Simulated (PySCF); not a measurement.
# C3H8NO2Si2: EPR calculation

- system: C3H8NO2Si2, multiplicity 2
- method: UKS B3LYP, pcH-1 on C H N O Si, non-relativistic, mean-field spin-orbit, GIAO (PySCF 2.14.0)

It belongs to a series of runs on one base structure; here: H removed from Si.

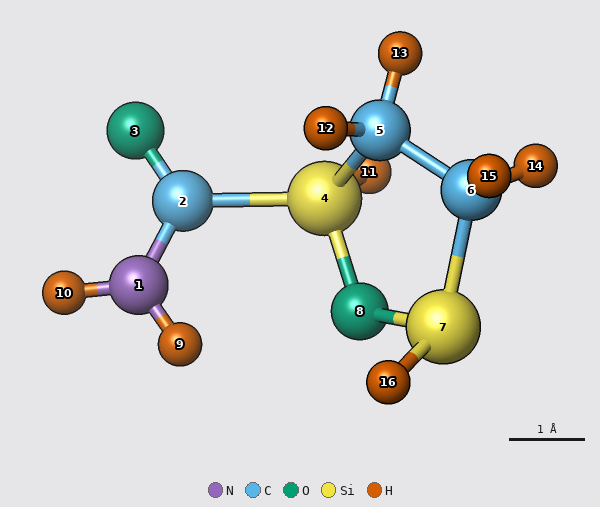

Fig. 1: The input geometry (ball-and-stick view, seen at a tilt; atoms are numbered from 1 in the order of the input).

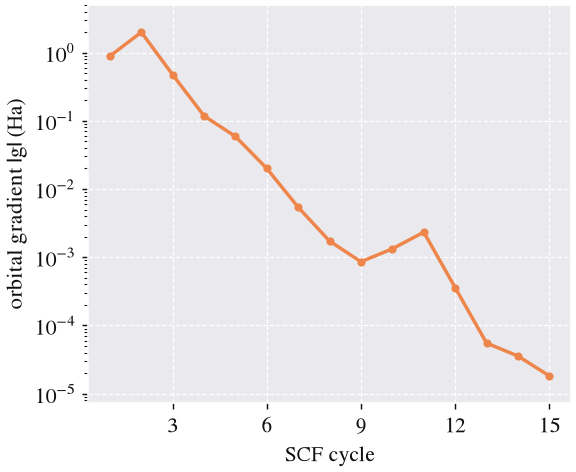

Fig. 2: Convergence of the self-consistent field: orbital gradient |g| against the SCF cycle. All cycles printed in the log are drawn one after another.

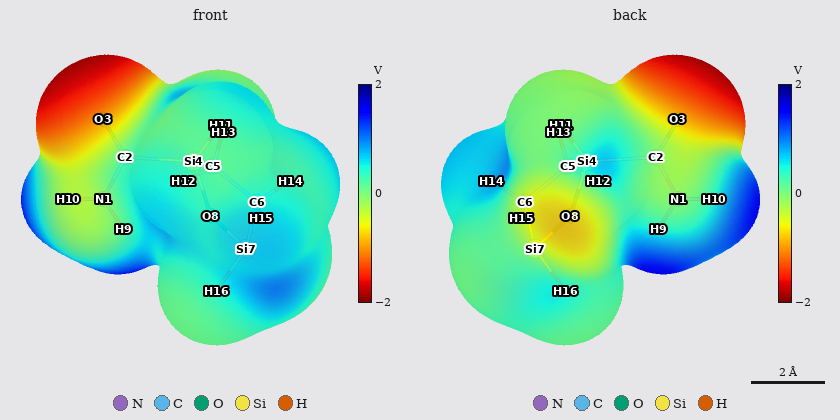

Fig. 3: The electrostatic potential painted on the density surface at 0.001 e/bohr³, seen at a tilt and from behind; the colour scale runs from red (negative) to blue (positive). A positive charge is drawn to the negative regions and a negative charge to the positive ones.

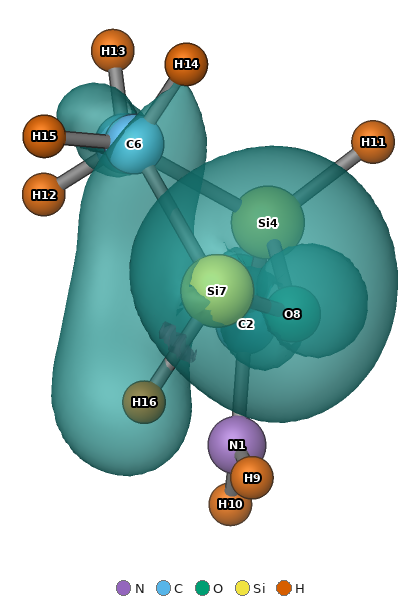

Fig. 4: Isosurfaces of the spin density (α minus β) at +0.01 (teal) and −0.01 e/Å³ (pink), seen at an oblique angle. The unpaired spin (1 electron) lies mostly on Si7 (about 0.7) and H16 (about 0.1), in electrons by Hirshfeld's partition.

The input that produced these results follows, with the program's output.

The input:
```
{"job": {"kind": "epr", "basis": "pcH-1"}, "charge": 0, "multiplicity": 2}
N      2.597895     0.546391    -0.689043
C      2.053162    -0.660402    -0.420653
O      2.726701    -1.607693    -0.061744
Si     0.160560    -0.789121    -0.633625
C     -0.872678    -0.662551     0.966870
C     -2.138312     0.136719     0.617534
Si    -1.644150     1.408278    -0.723923
O     -0.328140     0.606945    -1.342268
H      2.032668     1.277408    -1.082729
H      3.599347     0.666252    -0.651037
H     -0.213198    -1.903578    -1.498504
H     -0.304982    -0.124395     1.730394
H     -1.136112    -1.626839     1.398865
H     -2.894317    -0.548127     0.228326
H     -2.569064     0.606318     1.502599
H     -1.076978     2.683340    -0.275328
```

The first line tells a small driver script what to run in PySCF; the rest is the geometry in Å.

Command:
```bash
OMP_NUM_THREADS=1 python <driver script> task.json out
```

What the program printed:
```
UKS, coarse grid
  cycle   1  E = -903.12991872  |g| = 8.88e-01
  cycle   2  E = -901.49398382  |g| = 1.99e+00
  cycle   3  E = -903.32262614  |g| = 4.74e-01
  cycle   4  E = -903.41459376  |g| = 1.18e-01
  cycle   5  E = -903.41937092  |g| = 5.89e-02
  cycle   6  E = -903.42072388  |g| = 2.00e-02
  cycle   7  E = -903.42090846  |g| = 5.39e-03
  cycle   8  E = -903.42092094  |g| = 1.72e-03
  cycle   9  E = -903.42092030  |g| = 8.58e-04
UKS, final grid
  cycle   1  E = -903.42091596  |g| = 1.33e-03
  cycle   2  E = -903.42091470  |g| = 2.33e-03
  cycle   3  E = -903.42091657  |g| = 3.58e-04
  cycle   4  E = -903.42091662  |g| = 5.51e-05
  cycle   5  E = -903.42091662  |g| = 3.56e-05
  cycle   6  E = -903.42091662  |g| = 1.82e-05
E = -903.42091662 Eh   <S^2> = 0.7512 (exact 0.7500)
g shifts (ppm)      1          2          3
  rmc          -155       -155       -155
  gc             67         23        100
  oz_so       -1186         43       1889
  total       -1274        -89       1834
hyperfine (MHz)  atom isotope    a_iso     a_fc   dipolar eigenvalues
    0   14N      -0.04      -0.04     -0.10     -0.01      0.11
    1   13C       4.86       4.87     -0.55     -0.48      1.02
    2   17O      -0.64      -0.64     -1.41      0.65      0.75
    3  29Si     -13.72     -13.74     -3.31      1.54      1.77
    4   13C      11.54      11.55     -1.92     -1.56      3.48
    5   13C      46.36      46.35     -7.19     -6.10     13.29
    6  29Si    -598.03    -599.00   -154.62     75.97     78.65
    7   17O     -30.44     -30.34    -22.43     10.91     11.53
    8    1H      -0.01      -0.01     -1.25     -1.06      2.32
    9    1H      -0.11      -0.11     -0.49     -0.38      0.87
   10    1H      -0.98      -0.98     -1.24     -1.16      2.40
   11    1H      -0.65      -0.65     -1.97     -1.17      3.13
   12    1H       9.55       9.55     -1.72     -0.73      2.45
   13    1H       6.74       6.75     -5.39     -3.11      8.51
   14    1H       4.18       4.17     -4.38     -1.11      5.49
   15    1H     147.13     147.12     -7.82      0.58      7.24
```

Results in brief:

```csv
quantity,value
outcome,converged
total energy,−903.420917 hartree
⟨S²⟩,0.751
isotropic g,2.0025
hardware,"1 CPU thread, shared host"
wall time,1.7 min
peak memory,1 GiB
```
